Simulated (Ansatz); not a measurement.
**GeAsH (singlet): from Hartree-Fock to the top rungs, cc-pVDZ**

How much of the correlation energy of GeAsH (singlet) does each wave-function method recover here?

Method: cc-pVDZ, core rule «outside noble gas», up to 28 orbitals frozen; program: Ansatz 0.2.0, Gaussian basis.

Plan: UHF; CCSD(T) on RHF; CCSD(T) on UHF; BCCD(T) on RHF; CISD; CCSDT(Q) on RHF; CCSDT(Q) on UHF; CASSCF and MRCISD+Q, 10 electrons in 9 orbitals; CASSCF and NEVPT2, 10 electrons in 9 orbitals.

25 further runs of the same task are left out: 9 that didn't finish, 16 set aside as unsound or not needed.

**1. The geometry**

The geometry is a PBE0/def2-TZVP stationary point (not a proven minimum) of the parent state, kept for this charge and spin. No spin-orbit coupling is included. The filled d shell of Ge, As may be among the frozen orbitals whatever the setting's name suggests; the logs give the count.

3 atoms, charge 0, spin multiplicity 1.

Atoms are counted from 1 here; the program's logs count them from 0.

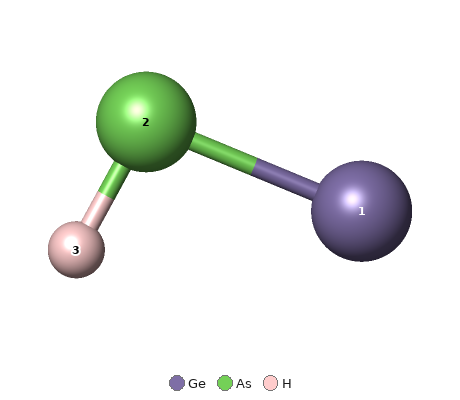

The geometry (germanium purple, arsenic green, hydrogen pink); atoms are numbered from 1 in the order of the file.

In the tables R marks a restricted determinant and U an unrestricted one; 'valence' is the active space of 10 electrons in 9 orbitals; energies count from the table's Hartree-Fock row.

**2. UHF**

File in.yaml:

```yaml
crystal:
  periodic: [false, false, false]
  atoms:
    - {symbol: Ge, position_ang: [0.000000, 0.016167, 1.256970]}
    - {symbol: As, position_ang: [0.000000, -0.035655, -1.199925]}
    - {symbol: H, position_ang: [0.000000, 1.485199, -1.394932]}
basis:
  gaussian: {orbitals: cc-pVDZ}
magnetization: {spin_polarized: true, initial_magnetization: 0}
hamiltonian: {xc: hf}
output: {orbitals: {seedname: orbitals}}
```

Run with:

```console
$ ansatz run in.yaml --threads 1 --pin off --events-out ev --progress --plain --max-ram 2393MiB
```

Output:

```text
Functional definition: HF
  name "HF"
  cite "Fock, Z. Phys. 61, 126 (1930) doi:10.1007/BF01340294"
  parent pbe
  exchange = exact_x
  correlation = 0
702 factors; integrals over basis functions are off by at most 1.3e-3 eV
mean field evaluation 1: about -117280.6425 eV, gradient 1.2e1 eV
mean field evaluation 2: about -117280.6437 eV, gradient 1.2e1 eV
mean field evaluation 4: about -117282.3151 eV, gradient 1.4e0 eV
mean field evaluation 8: about -117282.3635 eV, gradient 1.9e-3 eV
mean field evaluation 16: about -117282.3564 eV, gradient 3.7e-1 eV
mean field evaluation 32: about -117282.8369 eV, gradient 9.2e-6 eV
mean field evaluation 64: about -117282.8359 eV, gradient 5.0e-2 eV
mean field evaluation 96: about -117282.6914 eV, gradient 4.4e-1 eV
mean field evaluation 128: about -117282.4278 eV, gradient 2.2e-1 eV
mean field evaluation 160: about -117282.8349 eV, gradient 5.0e-2 eV
mean field evaluation 192: about -117281.6459 eV, gradient 9.1e-1 eV
mean field evaluation 224: about -117282.3632 eV, gradient 1.8e-5 eV
mean field -117282.83688158 eV, -4310.0647582360 hartree, gradient 9.1e-6 eV, S^2 0.739178; 9 other end points of the search recorded, 0 dependent functions left out
reference -117282.83688158 eV, -4310.0647582360 hartree; 33, 33 occupied and 26, 26 virtual orbitals, 702 factors
Total energy: -117282.83688158 eV, -4310.0647582360 hartree
```

It took 17 s on 1 thread of Arm Neoverse N1, shared host.

From the report: ⟨S²⟩ of the determinant 0.739 (pure singlet: 0.00). The determinant is far from a pure spin state, so its energy mixes those of several spin states (harmless only where they are near-degenerate, as at dissociation).

The unrestricted solution breaks the spin symmetry, so the restricted determinant is unstable here.

**3. CCSD(T) on RHF**

in.yaml, as its differences from that of step 2:

```diff
@@ -8,4 +8,3 @@
   gaussian: {orbitals: cc-pVDZ}
-magnetization: {spin_polarized: true, initial_magnetization: 0}
-hamiltonian: {xc: hf}
-output: {orbitals: {seedname: orbitals}}
+magnetization: {spin_polarized: false}
+correlation: {method: ccsd_t, electrons: outside_noble_gas}
```

Launched as before.

Output (excerpt; [...] marks lines left out):

```text
Functional definition: HF
  name "HF"
  cite "Fock, Z. Phys. 61, 126 (1930) doi:10.1007/BF01340294"
  parent pbe
[...]
702 factors; integrals over basis functions are off by at most 1.3e-3 eV
[...]
mean field -117282.36321117 eV, -4310.0473511693 hartree, gradient 7.2e-6 eV, S^2 0.000000; 1 other end points of the search recorded, 0 dependent functions left out; unrestricted orbitals would lower it
28 core orbitals not correlated: weight in the atoms' cores, before any rotation towards them, 1.000 or more for the frozen orbitals, at most 0.000 for the correlated occupied ones
reference -117282.36321117 eV, -4310.0473511693 hartree; 5, 5 occupied and 26, 26 virtual orbitals, 702 factors
second order -4.95599669 eV of doubles, -0.00000000 eV of singles
cycle   1  -5.41065388 eV  change   -4.5e-1 eV  update   1.0e-1
[...]
cycle  13  -5.76929181 eV  change   -8.4e-7 eV  update   6.4e-6
perturbative correction -0.30758241 eV, -0.0113034450 hartree
Total energy: -117288.44008539 eV, -4310.2706721779 hartree
```

Run time: 4.5 s. Hardware: 1 thread of Arm Neoverse N1, shared host.

From the report: correlation -6.0769 eV; T1 0.030; largest double amplitude 0.20.

**4. CCSD(T) on UHF**

in.yaml, as its differences from that of step 3:

```diff
@@ -8,3 +8,3 @@
   gaussian: {orbitals: cc-pVDZ}
-magnetization: {spin_polarized: false}
+magnetization: {spin_polarized: true, initial_magnetization: 0}
 correlation: {method: ccsd_t, electrons: outside_noble_gas}
```

The command is unchanged.

Output (excerpt; [...] marks lines left out):

```text
Functional definition: HF
  name "HF"
  cite "Fock, Z. Phys. 61, 126 (1930) doi:10.1007/BF01340294"
  parent pbe
[...]
702 factors; integrals over basis functions are off by at most 1.3e-3 eV
[...]
mean field -117282.83688158 eV, -4310.0647582360 hartree, gradient 2.5e-6 eV, S^2 0.739179; 20 other end points of the search recorded, 0 dependent functions left out
determinant -117282.83688158 eV, -4310.0647582360 hartree, with singles and doubles -117288.05864905 eV, -4310.2566546512 hartree
determinant -117282.42878317 eV, -4310.0497608961 hartree, with singles and doubles -117287.20508182 eV, -4310.2252866339 hartree
determinant -117281.68749961 eV, -4310.0225192277 hartree, with singles and doubles -117286.50206160 eV, -4310.1994511175 hartree
determinant -117280.65955658 eV, -4309.9847430182 hartree, with singles and doubles -117285.56330293 eV, -4310.1649523725 hartree
determinant -117280.42280299 eV, -4309.9760424842 hartree, with singles and doubles -117284.93560945 eV, -4310.1418850625 hartree
determinant -117282.36321117 eV, -4310.0473511693 hartree, with singles and doubles -117288.13283602 eV, -4310.2593809720 hartree
28 core orbitals not correlated: weight in the atoms' cores, before any rotation towards them, 1.000 or more for the frozen orbitals, at most 0.000 for the correlated occupied ones
reference -117282.83688158 eV, -4310.0647582360 hartree; 5, 5 occupied and 26, 26 virtual orbitals, 702 factors
second order -4.05784144 eV of doubles, -0.00000000 eV of singles
cycle   1  -5.22433836 eV  change   -2.6e-3 eV  update   8.1e-3
[...]
cycle  12  -5.26043579 eV  change    4.3e-6 eV  update   9.0e-6
perturbative correction -0.27117890 eV, -0.0099656409 hartree
Total energy: -117288.36849627 eV, -4310.2680413263 hartree
```

Wall time 72 s (1 thread of Arm Neoverse N1, shared host).

From the report: ⟨S²⟩ of the determinant 0.739 (pure singlet: 0.00); correlation -5.5316 eV; T1 0.089; largest double amplitude 0.22. The determinant is far from a pure spin state, so its energy mixes those of several spin states (harmless only where they are near-degenerate, as at dissociation).

**5. BCCD(T) on RHF**

in.yaml, as its differences from that of step 4:

```diff
@@ -8,3 +8,3 @@
   gaussian: {orbitals: cc-pVDZ}
-magnetization: {spin_polarized: true, initial_magnetization: 0}
-correlation: {method: ccsd_t, electrons: outside_noble_gas}
+magnetization: {spin_polarized: false}
+correlation: {method: bccd_t, electrons: outside_noble_gas}
```

Launched as before.

Output (excerpt; [...] marks lines left out):

```text
Functional definition: HF
  name "HF"
  cite "Fock, Z. Phys. 61, 126 (1930) doi:10.1007/BF01340294"
  parent pbe
[...]
702 factors; integrals over basis functions are off by at most 1.3e-3 eV
[...]
mean field -117282.36321117 eV, -4310.0473511693 hartree, gradient 7.2e-6 eV, S^2 0.000000; 1 other end points of the search recorded, 0 dependent functions left out; unrestricted orbitals would lower it
28 core orbitals not correlated: weight in the atoms' cores, before any rotation towards them, 1.000 or more for the frozen orbitals, at most 0.000 for the correlated occupied ones
reference -117282.36321117 eV, -4310.0473511693 hartree; 5, 5 occupied and 26, 26 virtual orbitals, 702 factors
second order -4.95599669 eV of doubles, -0.00000000 eV of singles
cycle   1  -5.42954041 eV  change   -4.7e-1 eV  update   1.0e-1
[...]
cycle  14  -5.74461410 eV  change   -2.7e-6 eV  update   5.6e-6
perturbative correction -0.33008261 eV, -0.0121303123 hartree
Total energy: -117288.43790788 eV, -4310.2705921561 hartree
```

Wall time 4.8 s (1 thread of Arm Neoverse N1, shared host).

From the report: correlation -6.0747 eV; largest double amplitude 0.20.

**6. CISD**

in.yaml, as its differences from that of step 5:

```diff
@@ -8,3 +8,2 @@
   gaussian: {orbitals: cc-pVDZ}
-magnetization: {spin_polarized: false}
-correlation: {method: bccd_t, electrons: outside_noble_gas}
+correlation: {active_space: {ras: {orbitals: [5, 0, 26], electrons: 10, max_holes: 2, max_particles: 2}, fixed_orbitals: true}}
```

The command is unchanged.

Output:

```text
Functional definition: HF
  name "HF"
  cite "Fock, Z. Phys. 61, 126 (1930) doi:10.1007/BF01340294"
  parent pbe
  exchange = exact_x
  correlation = 0
702 factors; integrals over basis functions are off by at most 1.3e-3 eV
mean field evaluation 1: about -117280.6425 eV, gradient 1.7e1 eV
mean field evaluation 2: about -117280.6437 eV, gradient 1.7e1 eV
mean field evaluation 4: about -117282.3151 eV, gradient 1.9e0 eV
mean field evaluation 8: about -117282.3632 eV, gradient 5.9e-3 eV
mean field evaluation 16: about -117280.9998 eV, gradient 1.5e1 eV
mean field -117282.36321117 eV, -4310.0473511693 hartree, gradient 7.2e-6 eV, S^2 0.000000; 1 other end points of the search recorded, 0 dependent functions left out
reference -117282.36321117 eV, -4310.0473511693 hartree; 33, 33 occupied and 26, 26 virtual orbitals, 702 factors
state -117287.56860493 eV, -4310.2386458619 hartree
Total energy: -117287.56860493 eV, -4310.2386458619 hartree
```

Wall time 3.4 s (1 thread of Arm Neoverse N1, shared host).

From the report: 12,385 determinants.

**7. CCSDT(Q) on RHF**

in.yaml, as its differences from that of step 6:

```diff
@@ -8,2 +8,3 @@
   gaussian: {orbitals: cc-pVDZ}
-correlation: {active_space: {ras: {orbitals: [5, 0, 26], electrons: 10, max_holes: 2, max_particles: 2}, fixed_orbitals: true}}
+magnetization: {spin_polarized: false}
+correlation: {method: ccsdt_q, electrons: outside_noble_gas}
```

Same command.

Output (excerpt; [...] marks lines left out):

```text
Functional definition: HF
  name "HF"
  cite "Fock, Z. Phys. 61, 126 (1930) doi:10.1007/BF01340294"
  parent pbe
[...]
1172 factors; integrals over basis functions are off by at most 2.4e-7 eV
[...]
mean field -117282.36329405 eV, -4310.0473542153 hartree, gradient 2.7e-6 eV, S^2 0.000000; 1 other end points of the search recorded, 0 dependent functions left out; unrestricted orbitals would lower it
28 core orbitals not correlated: weight in the atoms' cores, before any rotation towards them, 1.000 or more for the frozen orbitals, at most 0.000 for the correlated occupied ones
reference -117282.36329405 eV, -4310.0473542153 hartree; 5, 5 occupied and 26, 26 virtual orbitals, 1172 factors
second order -4.95601889 eV of doubles, -0.00000000 eV of singles
cycle   1  -5.41065484 eV  change   -4.5e-1 eV  update   1.2e-1
[...]
cycle  19  -6.11111179 eV  change    6.2e-7 eV  update   1.2e-6
perturbative correction -0.03466318 eV, -0.0012738485 hartree
Total energy: -117288.50906903 eV, -4310.2732072799 hartree
```

Run time: 11 s. Hardware: 1 thread of Arm Neoverse N1, shared host.

From the report: correlation -6.1458 eV; T1 0.032; largest double amplitude 0.24.

**8. CCSDT(Q) on UHF**

in.yaml, as its differences from that of step 7:

```diff
@@ -8,3 +8,3 @@
   gaussian: {orbitals: cc-pVDZ}
-magnetization: {spin_polarized: false}
+magnetization: {spin_polarized: true, initial_magnetization: 0}
 correlation: {method: ccsdt_q, electrons: outside_noble_gas}
```

Launched as before.

Output (excerpt; [...] marks lines left out):

```text
Functional definition: HF
  name "HF"
  cite "Fock, Z. Phys. 61, 126 (1930) doi:10.1007/BF01340294"
  parent pbe
[...]
1172 factors; integrals over basis functions are off by at most 2.4e-7 eV
[...]
mean field -117282.83696581 eV, -4310.0647613313 hartree, gradient 2.7e-6 eV, S^2 0.739178; 18 other end points of the search recorded, 0 dependent functions left out
determinant -117282.83696581 eV, -4310.0647613313 hartree, with singles and doubles -117288.05873149 eV, -4310.2566576807 hartree
determinant -117282.42886519 eV, -4310.0497639103 hartree, with singles and doubles -117287.20516680 eV, -4310.2252897568 hartree
determinant -117281.68758551 eV, -4310.0225223843 hartree, with singles and doubles -117286.50215313 eV, -4310.1994544810 hartree
determinant -117280.65965206 eV, -4309.9847465268 hartree, with singles and doubles -117285.56339765 eV, -4310.1649558535 hartree
determinant -117280.42290528 eV, -4309.9760462431 hartree, with singles and doubles -117284.93570235 eV, -4310.1418884767 hartree
determinant -117282.36329405 eV, -4310.0473542153 hartree, with singles and doubles -117288.13291728 eV, -4310.2593839581 hartree
28 core orbitals not correlated: weight in the atoms' cores, before any rotation towards them, 1.000 or more for the frozen orbitals, at most 0.000 for the correlated occupied ones
reference -117282.83696581 eV, -4310.0647613313 hartree; 5, 5 occupied and 26, 26 virtual orbitals, 1172 factors
second order -4.05785585 eV of doubles, -0.00000000 eV of singles
cycle   1  -4.67820654 eV  change   -6.2e-1 eV  update   1.0e-1
[...]
cycle  27  -5.62944124 eV  change   -4.2e-7 eV  update   5.5e-7
perturbative correction -0.04236649 eV, -0.0015569399 hartree
Total energy: -117288.50877354 eV, -4310.2731964209 hartree
```

Wall time 2.2 min (1 thread of Arm Neoverse N1, shared host); peak memory 0.29 GiB.

From the report: ⟨S²⟩ of the determinant 0.739 (pure singlet: 0.00); correlation -5.6718 eV; T1 0.116; largest double amplitude 0.34. The determinant is far from a pure spin state, so its energy mixes those of several spin states (harmless only where they are near-degenerate, as at dissociation).

**9. CASSCF and MRCISD+Q, 10 electrons in 9 orbitals**

File in.yaml:

```yaml
crystal:
  periodic: [false, false, false]
  atoms:
    - {symbol: Ge, position_ang: [0.000000, 0.016167, 1.256970]}
    - {symbol: As, position_ang: [0.000000, -0.035655, -1.199925]}
    - {symbol: H, position_ang: [0.000000, 1.485199, -1.394932]}
basis:
  gaussian: {orbitals: cc-pVDZ}
correlation: {method: fic_mrcisd_q, electrons: outside_noble_gas, active_space: {window: {electrons: 10, orbitals: 9}, shells: [{species: As, l: s, shell: 4}, {species: As, l: p, shell: 4}, {species: Ge, l: s, shell: 4}, {species: Ge, l: p, shell: 4}, {species: H, l: s, shell: 1}]}}
```

The command is unchanged.

Output (excerpt; [...] marks lines left out):

```text
Functional definition: HF
  name "HF"
  cite "Fock, Z. Phys. 61, 126 (1930) doi:10.1007/BF01340294"
  parent pbe
[...]
1172 factors; integrals over basis functions are off by at most 2.4e-7 eV
[...]
mean field -117282.36329405 eV, -4310.0473542153 hartree, gradient 2.7e-6 eV, S^2 0.000000; 1 other end points of the search recorded, 0 dependent functions left out; unrestricted orbitals would lower it
reference -117282.36329405 eV, -4310.0473542153 hartree; 33, 33 occupied and 26, 26 virtual orbitals, 1172 factors
state -117284.84974160 eV, -4310.1387294772 hartree
contracted CI cycle   1: correlation 0.00000000 eV, 0.0000000000 hartree, residual 1.27e1 eV
contracted CI cycle   2: correlation -3.24950305 eV, -0.1194170344 hartree, residual 2.64e0 eV
contracted CI cycle   3: correlation -3.38115809 eV, -0.1242552681 hartree, residual 5.15e-1 eV
contracted CI cycle   4: correlation -3.38630735 eV, -0.1244444999 hartree, residual 1.18e-1 eV
contracted CI cycle   5: correlation -3.38657403 eV, -0.1244543000 hartree, residual 2.96e-2 eV
contracted CI cycle   6: correlation -3.38658986 eV, -0.1244548820 hartree, residual 6.68e-3 eV
contracted CI cycle   7: correlation -3.38659065 eV, -0.1244549107 hartree, residual 1.51e-3 eV
contracted CI cycle   8: correlation -3.38659069 eV, -0.1244549122 hartree, residual 3.38e-4 eV
state -117284.84974160 eV, -4310.1387294772 hartree; corrected -117288.50130587 eV, -4310.2729219893 hartree
Total energy: -117288.50130587 eV, -4310.2729219893 hartree
Checks for a lower state left out: starts, orbital_swaps
```

Run time: 18 s. Hardware: 1 thread of Arm Neoverse N1, shared host; peak memory 0.35 GiB.

From the report: 8,036 determinants; active occupations 1.99, 1.97, 1.96, 1.93, 1.85, 0.15, 0.06, 0.04, 0.03.

**10. CASSCF and NEVPT2, 10 electrons in 9 orbitals**

File in.yaml:

```yaml
crystal:
  periodic: [false, false, false]
  atoms:
    - {symbol: Ge, position_ang: [0.000000, 0.016167, 1.256970]}
    - {symbol: As, position_ang: [0.000000, -0.035655, -1.199925]}
    - {symbol: H, position_ang: [0.000000, 1.485199, -1.394932]}
basis:
  gaussian: {orbitals: cc-pVDZ}
correlation: {method: sc_nevpt2, electrons: outside_noble_gas, active_space: {window: {electrons: 10, orbitals: 9}, shells: [{species: As, l: s, shell: 4}, {species: As, l: p, shell: 4}, {species: Ge, l: s, shell: 4}, {species: Ge, l: p, shell: 4}, {species: H, l: s, shell: 1}]}}
```

Same command.

Output (excerpt; [...] marks lines left out):

```text
Functional definition: HF
  name "HF"
  cite "Fock, Z. Phys. 61, 126 (1930) doi:10.1007/BF01340294"
  parent pbe
[...]
1172 factors; integrals over basis functions are off by at most 2.4e-7 eV
[...]
mean field -117282.36329405 eV, -4310.0473542153 hartree, gradient 2.7e-6 eV, S^2 0.000000; 1 other end points of the search recorded, 0 dependent functions left out; unrestricted orbitals would lower it
reference -117282.36329405 eV, -4310.0473542153 hartree; 33, 33 occupied and 26, 26 virtual orbitals, 1172 factors
state -117284.84974160 eV, -4310.1387294772 hartree
state -117284.84974160 eV, -4310.1387294772 hartree; corrected -117287.67905741 eV, -4310.2427049156 hartree
Total energy: -117287.67905741 eV, -4310.2427049156 hartree
Checks for a lower state left out: starts, orbital_swaps
```

It took 15 s on 1 thread of Arm Neoverse N1, shared host.

From the report: 8,036 determinants; active occupations 1.99, 1.97, 1.96, 1.93, 1.85, 0.15, 0.06, 0.04, 0.03.

**11. How many determinants matter**

Natural occupations of the CASSCF valence state about the gap (report; correlated orbitals 1 to 9): 1.992, 1.965, 1.963, 1.934, 1.853, 0.153, 0.064, 0.044, 0.032. The count of effectively unpaired electrons, Σ n²(2 − n)², is 0.21; a single determinant of this spin has 0.

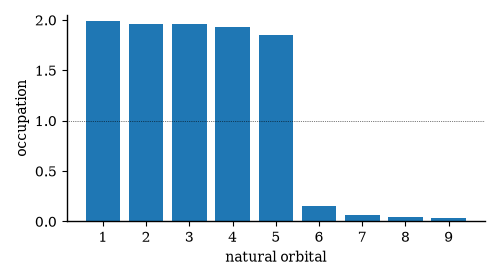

Natural occupations of the CASSCF valence state.

**12. All levels against the top one**

The yardstick is RCCSDT(Q), where the cluster series has nearly closed. Rows without a time come out of other runs: HF, MP2 and CCSD of CCSD(T), CCSDT of CCSDT(Q), CASSCF and MRCISD of the multireference runs.

Differences are taken before rounding.

```csv
method,energy from the lowest RHF (meV),from RCCSDT(Q) (meV),time
RHF,0.0,+6145.9,
UHF,-473.7,+5672.2,
RMP2,-4956.0,+1189.9,
UMP2,-4531.5,+1614.3,
CISD,-5205.4,+940.5,3.4 s
RCCSD,-5769.3,+376.6,
UCCSD,-5734.1,+411.8,
RCCSD(T),-6076.9,+69.0,4.5 s
UCCSD(T),-6005.3,+140.6,72 s
BCCD(T),-6074.7,+71.2,4.8 s
RCCSDT,-6111.2,+34.7,
UCCSDT,-6103.2,+42.7,
RCCSDT(Q),-6145.9,0,11 s
UCCSDT(Q),-6145.6,+0.3,2.2 min
CASSCF valence,-2486.5,+3659.3,
NEVPT2 valence,-5315.8,+830.0,15 s
MRCISD valence,-5873.1,+272.7,
MRCISD+Q valence,-6138.1,+7.8,18 s
```

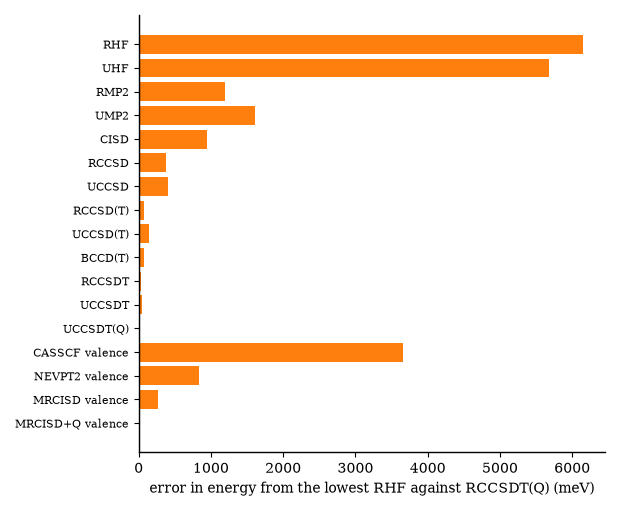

Error of each method against RCCSDT(Q).

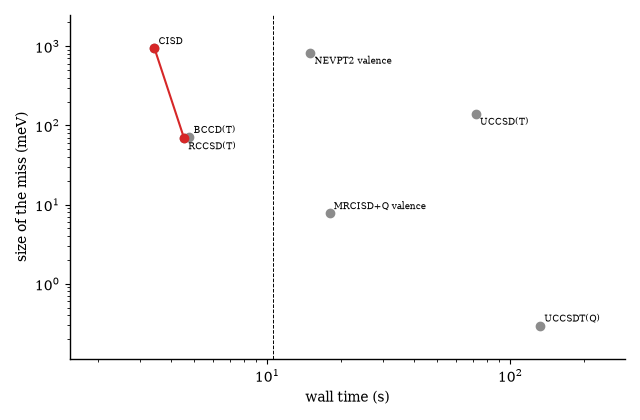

Accuracy for the time spent; red marks the levels that beat every quicker one drawn (of those quicker than the yardstick), and the dashed line is the time of RCCSDT(Q). Times are from a shared host.

**13. What came out**

| quantity | value |
| --- | --- |
| RCCSDT(Q) from the RHF energy | -6.1459 eV |
| RMP2 from RCCSDT(Q) | +1189.9 meV |
| UMP2 from RCCSDT(Q) | +1614.3 meV |
| RCCSD from RCCSDT(Q) | +376.6 meV |
| RCCSD(T) from RCCSDT(Q) | +69.0 meV |
| UCCSD(T) from RCCSDT(Q) | +140.6 meV |
| UCCSDT(Q) from RCCSDT(Q) | +0.3 meV |
| NEVPT2 valence from RCCSDT(Q) | +830.0 meV |
| MRCISD+Q valence from RCCSDT(Q) | +7.8 meV |
| levels within 1 kcal/mol (43 meV) | RCCSDT, UCCSDT, UCCSDT(Q), MRCISD+Q valence |
| T1 diagnostic | 0.030 |
| effectively unpaired electrons | 0.21 |

**Reading.** RCCSD(T) misses by +69.0 meV, 1.1 % of the correlation energy. CCSD(T) misses by +69.0 meV on the restricted determinant and by +140.6 meV on the unrestricted one; the two need not hold the same state or core. The occupations show some static correlation. Of the multireference levels listed MRCISD+Q valence comes nearest in total energy (+7.8 meV), which doesn't show that its space is the better one. These misses are within one basis, not against nature.

For cost: RCCSD(T) gets within 69.0 meV in 4.5 s, where RCCSDT(Q) took 11 s; the quickest level in the cost chart, CISD, takes 3.4 s and misses by 940.5 meV.
